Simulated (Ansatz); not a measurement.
# LaYO2F2 (built on the sites of a database entry of LaOF): phonons and vibrational spectra, part 3 of 3

Wanted: phonon frequencies of LaYO2F2 (built on the sites of a database entry of LaOF) and what follows from them.

Ansatz 0.2.0; DFT PBE+D3(BJ), scalar-relativistic, plane waves, PAW.

So far. Step 4 (Relaxing to small forces for the phonons): The largest force component left is 0.45 meV/Å and the pressure is 0.000 GPa, within the tolerances set. The cell now holds 14.74 Å³/atom. Step 5 (Modes at Γ): Before it was imposed, the acoustic sum rule was missed by 1.1e-4 eV/Å² and the charge sum rule by 9.5e-5 e. Small misses are needed for a sound result but don't prove that mesh and cutoff are converged. The relaxed cell has a = 3.949, c = 5.669 Å (conventional setting).

The structure was built from a prototype and need not be the compound's stable phase.

## 6. Response at finite wavevector (continued)

The phonon density of states has structure finer than the step of the table below, so its rows give means over 50 cm⁻¹, whole bins alone (the curve runs from -95 to 575 cm⁻¹). Peaks (cm⁻¹: height): 115.0: 0.0595, 165.0: 0.0474, 205.0: 0.0674, 235.0: 0.0664, 285.0: 0.0636, 385.0: 0.0435, 545.0: 0.0294.

Tetrahedra on a 16×16×12 mesh, mean over bins of 10 cm-1. Interpolated from a 2×2×2 q mesh, rough between the solved points. Table of phonon density of states by wavenumber; means over each step:

```tsv
wavenumber (cm⁻¹)	phonon density of states (1/cm⁻¹/cell)
-50	0.00137
0	0.00141
50	0.0117
100	0.0460
150	0.0469
200	0.0541
250	0.0545
300	0.0396
350	0.0172
400	0.0296
450	0.0172
500	0.0166
550	0.0230
```

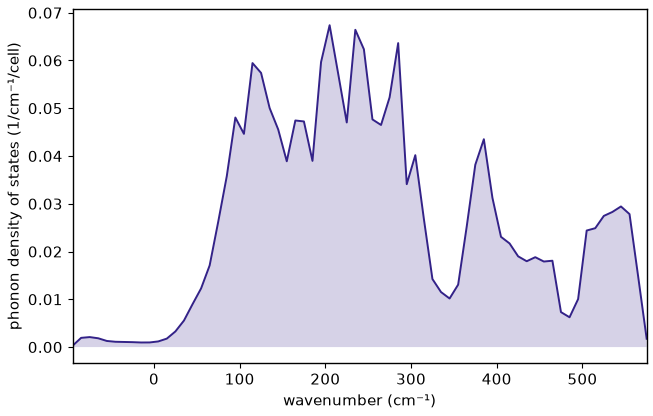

Phonon density of states, plotted against wavenumber.

The partial phonon density of states has structure finer than the step of the table below, so its rows give means over 50 cm⁻¹, whole bins alone (the curve runs from -103 to 600 cm⁻¹). Peaks (cm⁻¹: height): F 118.2: 0.0137, 242.0: 0.0381, 281.8: 0.0429, 383.4: 0.00687; La 96.1: 0.0256, 135.9: 0.0269, 202.2: 0.0183; O 312.7: 0.0146, 387.9: 0.0340, 542.6: 0.0259; Y 122.6: 0.0236, 166.8: 0.0209, 202.2: 0.0202, 242.0: 0.0135.

Phonopy on the run's constants, 15x15x11 mesh, Gaussian sigma 5.0 cm-1. Interpolated from a 2×2×2 q mesh, rough between the solved points. The partial phonon density of states by wavenumber; means over each step; values in 1/cm⁻¹/cell:

```tsv
wavenumber (cm⁻¹)	F	La	O	Y
-50	0.00176	3.6e-6	3.1e-5	1.4e-5
0	3.7e-4	2.1e-4	5.0e-5	1.4e-4
50	0.00349	0.00475	8.5e-4	0.00289
100	0.00923	0.0208	0.00199	0.0140
150	0.0128	0.0157	0.00145	0.0165
200	0.0245	0.0121	0.00355	0.0143
250	0.0345	0.00435	0.00701	0.00848
300	0.0237	6.3e-4	0.0135	0.00186
350	0.00177	1.8e-4	0.0151	2.7e-4
400	0.00421	3.7e-4	0.0246	2.9e-4
450	0.00126	1.8e-4	0.0155	2.7e-4
500	9.5e-4	3.0e-4	0.0152	3.5e-4
550	7.0e-4	4.7e-4	0.0209	6.9e-4
```

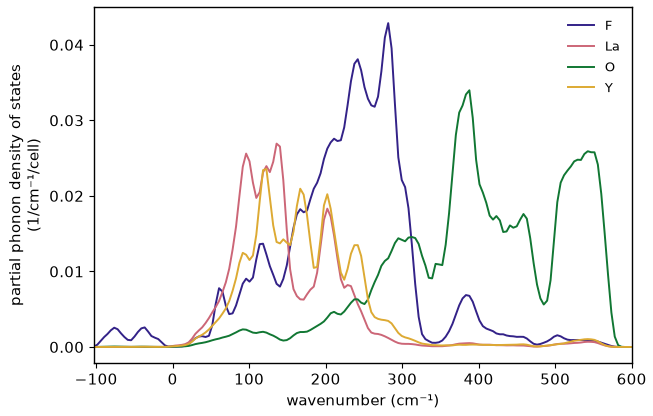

Partial phonon density of states, plotted against wavenumber.

Symmetry leaves 6 wavevectors to solve. The lowest mode among them, the acoustic zeros apart, lies at q = (-0.5, -0.5, 0) and is imaginary, 95.8i cm⁻¹, so the energy falls along it.

## 7. Isotope substitution

An isotope changes the mass and not the force constants, so no new electronic calculation is needed; the shifts show which modes move this element.

The same force constants with the mass of O changed from 15.999 to 17.999 u (phonopy, no LO-TO term). Both lists are sorted by frequency; levels can cross, so a row need not hold one and the same mode. Modes under 3 cm⁻¹ are left out. Isotope shifts, by row, the first 40 of 60 rows:

```tsv
q	rank	natural mass (cm⁻¹)	changed mass (cm⁻¹)
0 0 0	4	111.6	111.5
0 0 0	5	111.6	111.5
0 0 0	6	143.4	143.3
0 0 0	7	143.4	143.3
0 0 0	8	152.7	149.8
0 0 0	9	234.3	233
0 0 0	10	252.8	252.8
0 0 0	11	281.7	281.1
0 0 0	12	281.7	281.1
0 0 0	13	308.9	294.1
0 0 0	14	308.9	294.1
0 0 0	15	381.5	366.5
0 0 0	16	473.2	446.2
0 0 0	17	473.2	446.2
0 0 0	18	510.2	486.9
0 0 -0.5	1	39.79	39.53
0 0 -0.5	2	39.79	39.53
0 0 -0.5	3	107.6	107.4
0 0 -0.5	4	107.6	107.4
0 0 -0.5	5	137.6	137.6
0 0 -0.5	6	137.6	137.6
0 0 -0.5	7	143.2	142.2
0 0 -0.5	8	203.5	203.4
0 0 -0.5	9	240.2	238.4
0 0 -0.5	10	270.3	266.6
0 0 -0.5	11	270.3	266.6
0 0 -0.5	12	318.6	307
0 0 -0.5	13	318.6	307
0 0 -0.5	14	349.2	331.7
0 0 -0.5	15	399.4	399.4
0 0 -0.5	16	473.6	446.6
0 0 -0.5	17	473.6	446.6
0 0 -0.5	18	561.9	533.9
0 -0.5 0	1	102.5	101.7
0 -0.5 0	2	104.1	104
0 -0.5 0	3	117.4	117.3
0 -0.5 0	4	125.4	124.7
0 -0.5 0	5	186.8	186.8
0 -0.5 0	6	190.3	189.2
0 -0.5 0	7	204.1	203.8
```

A mode of this element alone would shift by -5.72 %. The highest zone-centre frequency without the field goes from 510.2 to 486.9 cm⁻¹ (-4.6 %). The product of the frequency ratios over all optical modes at Γ is 0.716; the product rule, (m/m′)^(3k/2) (M′/M)^(3/2) with k = 2 such atoms and M the mass of the cell, gives 0.716.

## 8. Outcome

```
space group after relaxation (within 0.01 Å)            : P4mm
volume per atom                                         : 14.7 Å³
gap on the k-mesh                                       : 4.46 eV
highest optical mode at the zone centre (no LO-TO term) : 510 cm⁻¹
top of the zone-centre spectrum with the field          : 562 cm⁻¹
lowest optical zone-centre mode                         : 112 cm⁻¹
mean high-frequency dielectric constant                 : 3.51
mean static dielectric constant                         : 16.5
largest Born charge (third of the trace)                : 3.91 e
lowest mode on the q mesh (acoustic modes at Γ apart)   : -95.8 cm⁻¹
highest frequency on the path or at a solved wavevector : 573 cm⁻¹
imaginary modes on the 2×2×2 q mesh                     : yes
```

What this shows: Modes are clearly imaginary (beyond 10i cm⁻¹) at 2 of the 6 irreducible wavevectors, most at q = (-0.5, -0.5, 0) (95.8i cm⁻¹), so this structure is not a minimum of the energy. Without the field, the optical modes at Γ span 112 to 510 cm⁻¹. The highest mode in this list at Γ, 510.2 cm⁻¹, is mostly motion of O (80 % of the kinetic energy). With the macroscopic field of the longitudinal modes the top of the zone-centre spectrum lies at 562 cm⁻¹, against 510 cm⁻¹ without it. Lattice motion raises the mean dielectric constant from 3.508 to 16.53. The strongest infrared line is at 309 cm⁻¹. The q mesh stands for a supercell only 7.9 Å across, so branches between the solved wavevectors are rough. The program warns that the interpolation holds no quadrupole term, so branches close to Γ can be off in this crystal. Spin-orbit coupling is left out, which can matter for the heavy elements here. In the phonons the program treats the change of the C6 weights of the dispersion term with coordination only in part. The starting cell was built on a prototype and not taken from a measurement, so the phase need not exist. These are harmonic frequencies at zero temperature: anharmonic shifts, linewidths and thermal expansion are left out.

[Logs are printed without paths, hosts, clocks, repeated set-up lines and the standing remarks that a program may print on its own settings, such as how far it seeks lower states.]

[Hosts, paths, dates, database ids (printed as entryN), source tags and the programs' standing remarks are cut or masked in the printed files.]
